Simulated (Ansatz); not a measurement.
**BH2O (SMILES B[O]) at 6 levels**

We compute a comparison of 6 runs (UHF/STO-3G, U-r2SCAN0/STO-3G, U-wB97M-V/STO-3G, UBHLYP/STO-3G, UCCSDT(Q)/STO-3G, UCCSDT/STO-3G) of BH2O. 

Program for the calculation: Ansatz 0.2.0.

55 further runs of the same task are left out: 55 set aside as unsound or not needed.

**1. The structure to begin with**

The species is BH2O (4 atoms), meant as a doublet with charge 0. As SMILES, `B[O]`. The H3–B1 distance was set to 1.817 Å, away from the relaxed value. At this shape a bond of the SMILES string is far longer than usual.

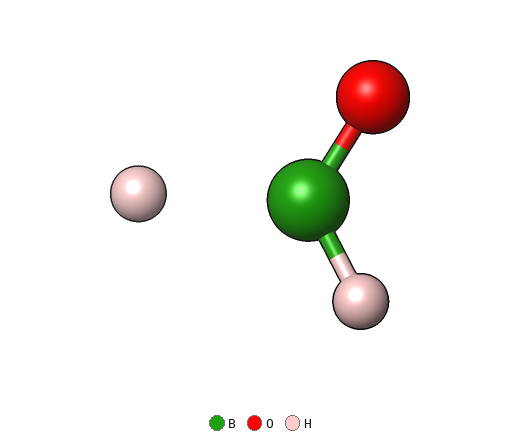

Viewed from a chosen angle; boron green, oxygen red, hydrogen pink.

**2. A single-point energy at UHF/STO-3G (run 1)**

Input file run.yaml:

```yaml
crystal:
  periodic: [false, false, false]
  atoms:
    - symbol: B
      position_ang: [0.524656, 0.278404, -0.098451]
    - symbol: O
      position_ang: [1.551056, -0.052096, 0.593549]
    - symbol: H
      position_ang: [-1.052600, -0.587700, 0.151600]
    - symbol: H
      position_ang: [0.609656, 1.167204, -0.916951]
basis:
  gaussian: {orbitals: STO-3G}
accuracy: high
hamiltonian: {xc: hf}
magnetization: {spin_polarized: true, initial_magnetization: 1}
```

Command:

```bash
$ ansatz run run.yaml --threads 1 --pin off --max-ram 2610MiB --events-out events.jsonl --progress --plain --runs-dir runs
```

What it wrote:

```text
Warning: RAYON_NUM_THREADS=1 ignored (pool sized by the plan → 1); use --threads N
Functional definition: HF
  name "HF"
  exchange = exact_x
  correlation = 0
187 factors; integrals over basis functions are off by at most 2.8e-8 eV
mean field evaluation 1: about -2696.5390 eV, gradient 2.2e1 eV
mean field evaluation 2: about -2696.5554 eV, gradient 2.2e1 eV
mean field evaluation 4: about -2700.7883 eV, gradient 4.5e0 eV
mean field evaluation 8: about -2701.5365 eV, gradient 1.1e-1 eV
mean field evaluation 16: about -2701.5315 eV, gradient 2.8e-8 eV
mean field -2701.53154731 eV, -99.2794531998 hartree, gradient 7.7e-8 eV, S^2 1.073948; 0 other end points of the search recorded, 0 dependent functions left out
reference -2701.53154731 eV, -99.2794531998 hartree; 8, 7 occupied and 4, 5 virtual orbitals, 187 factors
Total energy: -2701.53154731 eV, -99.2794531998 hartree
```

It took 0.06 s on 1 thread of Arm Neoverse V2, shared host.

**3. A single-point energy at U-r2SCAN0/STO-3G (run 2)**

Input file job.yaml:

```yaml
crystal:
  periodic: [false, false, false]
  atoms:
    - {symbol: B, position_ang: [0.524656, 0.278404, -0.098451]}
    - {symbol: O, position_ang: [1.551056, -0.052096, 0.593549]}
    - {symbol: H, position_ang: [-1.052600, -0.587700, 0.151600]}
    - {symbol: H, position_ang: [0.609656, 1.167204, -0.916951]}
basis:
  gaussian:
    orbitals: STO-3G
magnetization:
  spin_polarized: true
  initial_magnetization: 1
hamiltonian:
  xc: {name: r2SCAN0}
accuracy: high
```

Command:

```bash
$ ansatz run job.yaml --threads 1 --pin off --max-ram 2610MiB --events-out events.jsonl --progress --plain --runs-dir runs
```

What it wrote:

```text
Warning: RAYON_NUM_THREADS=1 ignored (pool sized by the plan → 1); use --threads N
Functional definition: r2SCAN0
  name "r2SCAN0"
  parameter a = 0.25
  parameter k0 = 0.174
  parameter k1 = 0.065
  parameter a1 = 4.9479
  exchange = (1 - a)*r2scan_x(k0 = k0, k1 = k1, a1 = a1) + a*exact_x
  correlation = r2scan_c
187 factors; integrals over basis functions are off by at most 2.8e-8 eV
mean field evaluation 1: about -2713.1230 eV, gradient 1.4e1 eV
mean field evaluation 2: about -2708.5725 eV, gradient 3.3e1 eV
mean field evaluation 4: about -2714.5983 eV, gradient 7.3e-1 eV
mean field evaluation 8: about -2714.5714 eV, gradient 5.3e-2 eV
mean field evaluation 16: about -2714.5716 eV, gradient 7.9e-5 eV
mean field -2714.57158083 eV, -99.7586655929 hartree, gradient 7.6e-8 eV, S^2 0.861294; 0 other end points of the search recorded, 0 dependent functions left out
reference -2714.57158134 eV, -99.7586656117 hartree; 8, 7 occupied and 4, 5 virtual orbitals, 187 factors
Total energy: -2714.57158134 eV, -99.7586656117 hartree
```

It took 2 s on 1 thread of Arm Neoverse V2, shared host; peak memory 0.17 GiB.

Runs 3 to 5 aren't shown in full; the table further down has their settings and results.

**4. The energy at UCCSDT/STO-3G (run 6)**

Input file in.yaml:

```yaml
crystal:
  periodic: [false, false, false]
  atoms:
    - {symbol: B, position_ang: [0.524656, 0.278404, -0.098451]}
    - {symbol: O, position_ang: [1.551056, -0.052096, 0.593549]}
    - {symbol: H, position_ang: [-1.052600, -0.587700, 0.151600]}
    - {symbol: H, position_ang: [0.609656, 1.167204, -0.916951]}
basis:
  gaussian: {orbitals: STO-3G}
magnetization: {spin_polarized: true, initial_magnetization: 1}
correlation: {method: ccsdt, frozen_orbitals: {B: 1, H: 0, O: 1}}
accuracy: high
scf: {omitted_lower_state_checks: [cluster_reference, increment]}
```

Command:

```bash
$ ansatz run in.yaml --threads 1 --pin off --max-ram 2610MiB --events-out events.jsonl --progress --plain --runs-dir runs
```

What it wrote:

```text
Warning: RAYON_NUM_THREADS=1 ignored (pool sized by the plan → 1); use --threads N
[... 14 lines left out ...]
2 core orbitals not correlated: weight in the atoms' cores, before any rotation towards them, 1.000 or more for the frozen orbitals, at most 0.000 for the correlated occupied ones
[... 38 lines left out ...]
Total energy: -2704.97887384 eV, -99.4061401131 hartree
Checks for a lower state left out: cluster_reference, increment
```

Wall time 0.68 s (1 thread of Arm Neoverse V2, shared host).

**5. Overview of the runs**

```
run             level  frozen core orbitals  energy (Eh)   ⟨S²⟩  wall time
  1        UHF/STO-3G                     –   -99.279453  1.074     0.06 s
  2  U-r2SCAN0/STO-3G                     –   -99.758666  0.861        2 s
  3  U-wB97M-V/STO-3G                     –   -99.795055  0.805       11 s
  4     UBHLYP/STO-3G                     –   -99.760354  0.866     0.86 s
  5  UCCSDT(Q)/STO-3G                     2   -99.406335  1.074      1.6 s
  6     UCCSDT/STO-3G                     2   -99.406140  1.074     0.68 s
```

**6. Summary of results**

```
                                          quantity         value
                               run 6: total energy  -99.40614 Eh
run 6: correlation energy (2 core orbitals frozen)    -126.7 mEh
          run 6: ⟨S²⟩ of the reference determinant         1.074
                              run 6: T1 diagnostic         0.063
```

What this shows: Below the UHF energy at the same shape and in the same basis (STO-3G): UCCSDT(Q) -126.9 mEh; UCCSDT -126.7 mEh. Totals of different functionals can't be ranked against each other. In runs 1, 2, 3, 4, 5, 6 the basis is minimal, so the values are rough. Spin contamination of the reference: run 1 ⟨S²⟩ = 1.07, run 5 ⟨S²⟩ = 1.07, run 6 ⟨S²⟩ = 1.07, run 4 ⟨S²⟩ = 0.87, run 2 ⟨S²⟩ = 0.86. All runs together took 17 s, the longest 11 s.
